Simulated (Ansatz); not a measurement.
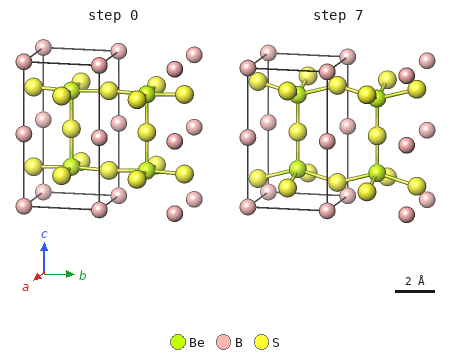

The structure of solid Be₂B₂S₅ (a generated structure, set up in P4/mmm) (coarse preliminary run) before (left) and after (right) a relaxation, at one scale.

The picture is a ball-and-stick view of the cell of the calculation, repeated 1 × 2 × 1 with one cell outlined, seen slightly off an axis.

All numbers below come from DFT PBE, scalar-relativistic, plane waves, PAW in Ansatz. Settings: plane-wave cutoff 420 eV; k-point mesh 4 × 4 × 2; occupations gaussian; smearing width 0.1 eV; no spin polarisation; cell and atoms relaxed; force threshold 0.04 eV/Å; at most 70 steps.

Question: What changed between the two?

Answer: The energy falls by 259 meV per atom in 6 accepted moves (7 points after the start). The largest force component goes from 1.2 to 0.039 eV/Å. Pressure: 6.54 GPa at the start and 0.06 GPa at the end. At 1 point the geometry stayed and the basis and grid were re-selected for the new cell (energy shift of 0.3 meV per atom at most each time). The largest moves relative to the cell, 0.55 Å, are those of S atoms. Largest moves by element: S 0.55 Å, Be 0.03 Å. B stays in place. The drawn cell changes as follows: a = b 4.080 → 4.293 Å (+5.2 %), c 7.707 → 7.413 Å (−3.8 %); the volume changes by +6.5 %. Near-neighbour distances that change, for instance: S–S 3.460 → 2.237 Å, Be–S 2.042 → 2.230 Å, Be–S 2.033 → 1.984 Å. New bonds form: S–S (3.46 → 2.24 Å). Bond angles that change, for instance: Be–S–Be 174.9° → 148.6°, S–Be–S 174.9° → 148.6°, S–Be–S 92.5° → 105.7°. The space group stays P4/mmm (No. 123).

Limits of the set-up: the k-point mesh is coarse for a cell with partly filled bands.
